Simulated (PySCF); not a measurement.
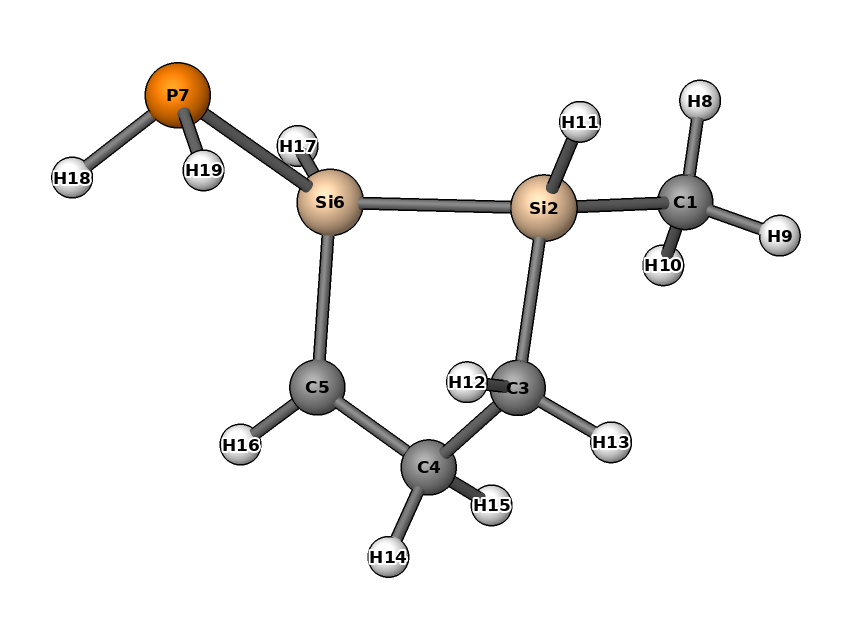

The questions are on Mulliken spin populations. State: neutral, doublet. Computed geometry: GFN2-xTB optimisation. No frequency run is at hand to confirm it as a minimum. Method: UKS B3LYP, pcH-1 on C H P Si, non-relativistic (PySCF 2.14.0).

Which atom carries the largest spin population?

Answer. C5 (0.96 e).

Which atom has the lowest spin population?

Answer. C4 (−0.08 e); a negative value comes from spin polarisation.

Give the Mulliken spin populations atom by atom.

| atom | value (e) |
| --- | --- |
| C1 | 0.00 |
| Si2 | 0.00 |
| C3 | 0.01 |
| C4 | −0.08 |
| C5 | 0.96 |
| Si6 | −0.04 |
| P7 | 0.09 |
| H8 | 0.00 |
| H9 | 0.00 |
| H10 | 0.00 |
| H11 | 0.00 |
| H12 | 0.00 |
| H13 | 0.00 |
| H14 | 0.03 |
| H15 | 0.06 |
| H16 | −0.04 |
| H17 | 0.03 |
| H18 | 0.00 |
| H19 | 0.00 |

Mulliken values depend strongly on the basis set. The geometry is semi-empirical. Around P, Si such bond lengths and angles can be off by a tenth of an ångström or more and by several degrees, and values that hang on the shape move with them.
